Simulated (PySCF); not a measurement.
# C2H4F3N (2,2,2-Trifluoroethylamine): the cost of one run

Programs: PySCF 2.14.0, with density-fitted response routines of our own. Each step states its level of theory. These are calculated values for one molecule in the gas phase, unless marked as measured. Atoms are numbered from 0 throughout.

## 1. The molecule as given

10 atoms, charge 0, multiplicity 1; geometry from: MMFF94s.

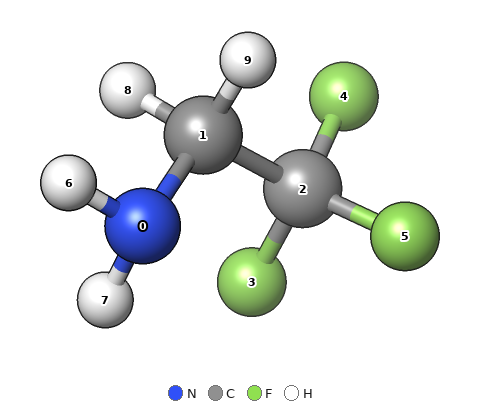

The starting geometry (nitrogen blue, carbon grey, fluorine green, hydrogen white), atoms numbered; sticks join atoms by distance.

## 2. Optimising the geometry at PBE0-D3(BJ)/def2-SVP

What the job is given:

```
{"job": {"xc": "PBE0", "basis": "def2-SVP", "d3": "d3bj", "grid": 1, "kind": "geom"}, "charge": 0, "multiplicity": 1}
N     -1.481981     0.027421     0.122916
C     -0.088685     0.527556     0.109478
C      1.037811    -0.525375     0.072018
F      0.904531    -1.332805    -1.006214
F      2.246071     0.076911    -0.018268
F      1.046358    -1.299955     1.177000
H     -2.123801     0.806314    -0.020178
H     -1.617576    -0.611928    -0.662437
H      0.024644     1.173976    -0.768074
H      0.052628     1.157885     0.993759
```

On the command line:

```sh
$ OMP_NUM_THREADS=1 python probes_run.py task.json out
```

This one command runs all jobs of the session in turn.

**Question.** How long does this first job take on 1 thread of Arm Neoverse V2, shared host, and how much memory does it need?

About 25 s, with a peak of 0.42 GiB.
